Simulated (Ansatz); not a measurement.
Reaction (SMILES): [SiH]=O (O-SiH) → H atom + O atom + Si atom
B3LYP-D3(BJ)/def2-TZVP geometries, fixed; electronic energies without zero-point terms.
Largest species:
```xyz
3

Si    -0.0147    -0.5041    -0.0112
O     -0.1485     1.0191     0.0164
H      1.3936    -1.0954     0.0249
```
Charge 0, spin multiplicity 2.

Basis-set convergence of the atomisation energy at B2PLYP with Ansatz (a quantum-chemistry and plane-wave program). Cartesian d functions, on some or all atoms, in 6-31+G*, 6-311+G**; all else is spherical. Cores are frozen. Open shells are unrestricted. No added dispersion term, no relativity. Functions are those of the species that has most. Reference: the value in pcseg-4, 219.05 kcal/mol, itself unsure by roughly 0.34 kcal/mol (its mean distance from aug-pcseg-3, aug-cc-pV(Q+d)Z, cc-pV(5+d)Z). Deviations are taken from unrounded values.

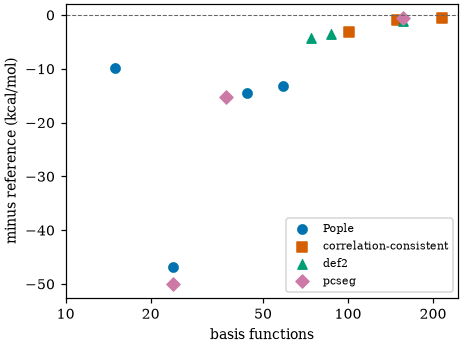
Figure: Deviation from the reference against the number of basis functions, by family of sets.

```csv
basis,functions,atomisation energy (kcal/mol),minus reference (kcal/mol)
STO-3G,15,209.20,-9.85
3-21G,24,172.20,-46.85
pcseg-0,24,169.01,-50.04
pcseg-1,37,203.74,-15.31
6-31+G*,44,204.50,-14.54
6-311+G**,59,205.93,-13.12
def2-TZVP,74,214.86,-4.18
def2-TZVPP,87,215.57,-3.48
jun-cc-pV(T+d)Z,101,215.94,-3.11
cc-pV(Q+d)Z,149,218.22,-0.83
def2-QZVPP,157,217.93,-1.12
pcseg-3,157,218.57,-0.47
aug-cc-pV(Q+d)Z,215,218.56,-0.48
```
